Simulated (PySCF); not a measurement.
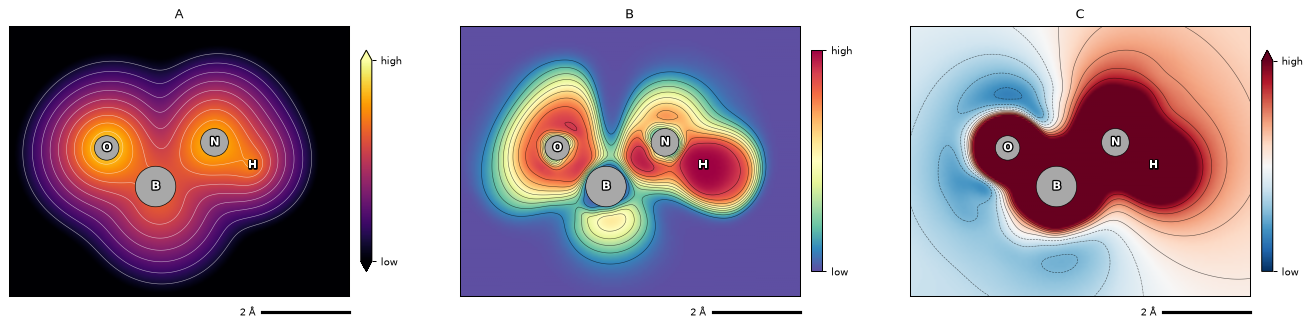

BH6NO (SMILES [NH3+][BH2-]O): 3 fields on the plane of atoms N2, B1 and O3, with unlabelled colour scales. Grey discs cover the atomic cores.

Geometry: PBE0-D3(BJ)/pcseg-1.

All numbers below come from PySCF, Gaussian-basis quantum chemistry of an isolated molecule with PySCF, energy and nuclear gradient, functional PBE0.

**Match the panels to the quantities (electron density, electron localisation function and electrostatic potential).**

Panel A: electron density. Panel B: electron localisation function. Panel C: electrostatic potential (strongly positive close to the atoms, with negative regions outside electron-rich atoms). From the grid: B–O (1.43 Å): ρ at the midpoint is about 1.8 e/Å³; the ELF peaks at about 0.90 between the atoms, as expected for a polar covalent bond. B–N (1.70 Å): ρ at the midpoint is about 1 e/Å³, with its minimum of 0.68 e/Å³ about 0.6 Å from B; the ELF peaks at about 0.95 between the atoms, as expected for a polar covalent bond.
